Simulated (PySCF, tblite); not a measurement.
**C₃H₂F₃O radical: geometry, infrared bands and EPR parameters**

What infrared bands and EPR parameters should C₃H₂F₃O radical (`F[C]1O[C@@H]1C(F)F`) show?

Computed with tblite 0.8.0 and PySCF 2.14.0, with density-fitted response routines of our own, on a single molecule in the gas phase. Atoms count from 0, in the outputs and in this text.

## Step 1: The starting structure

9 atoms, charge 0, multiplicity 2; geometry from: force field or distance geometry start.

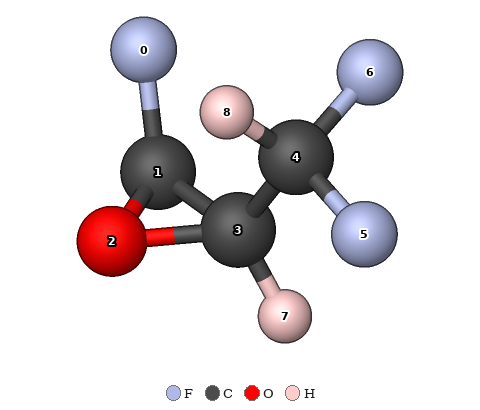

As it starts; fluorine light blue, carbon dark grey, oxygen red, hydrogen pink, atoms numbered.

## Step 2: Geometry optimisation with GFN2-xTB

What the job is given:

```
{"job": {"kind": "relax", "xc": "GFN2-xTB", "basis": "xTB"}, "charge": 0, "multiplicity": 2}
F     -1.529100     1.547600    -0.026500
C     -1.622800     0.222600    -0.325900
O     -1.313300    -0.655900     0.738400
C     -0.342600    -0.543600    -0.256700
C      0.958500     0.108400     0.154400
F      1.955900    -0.836600     0.120300
F      1.218600     1.098400    -0.766900
H     -0.218600    -1.468300    -0.851700
H      0.906800     0.533500     1.189400
```

On the command line:

```sh
$ OMP_NUM_THREADS=1 python probes_run.py task.json out
```

This one command runs all jobs of the session in turn.

**Question.** This job is followed by: GFN2-xTB harmonic vibrations, gas phase; UKS B3LYP, pcH-1 on C F H O, non-relativistic, mean-field spin-orbit, GIAO. Predict these results of the whole session: strongest single infrared mode (GFN2-xTB); zero-point energy (GFN2-xTB); g(iso) (B3LYP); ⟨S²⟩; largest a(iso); potential on the surface of density 0.002 e/bohr³, 1st and 99th percentile.

As calculated:

```
                                                                  quantity                  value
                                 strongest single infrared mode (GFN2-xTB)  1044 cm⁻¹, 152 km/mol
                                              zero-point energy (GFN2-xTB)          30.2 kcal/mol
                                                            g(iso) (B3LYP)                2.00354
                                                                      ⟨S²⟩     0.752 (exact 0.75)
                                                            largest a(iso)   13C on C1, 673.4 MHz
potential on the surface of density 0.002 e/bohr³, 1st and 99th percentile     -0.66 V and 1.49 V
```

**Reading.** The optimisation took 48 steps and gained 0.323 eV; among the close pairs (by a distance rule), C1–O2 changed most, from 1.414 to 1.345 Å. No mode is imaginary among the 21: a minimum at this level. The strongest single mode, at 1044 cm⁻¹, moves mainly C4 and F5. GFN2-xTB is a fitted tight-binding method: band positions and strengths are rough. Its intensities can rank the bands wrongly. Most of the unpaired spin sits on C1 (0.79 e). The isotropic g lies 1.2 ppt above the free-electron value. These values are for one conformer; the search (at its own cheap level) found 2 more, at 0.00, 2.50 kcal/mol (those within 0.05 may be mirror or relabelled copies), and measured spectra average over such forms.
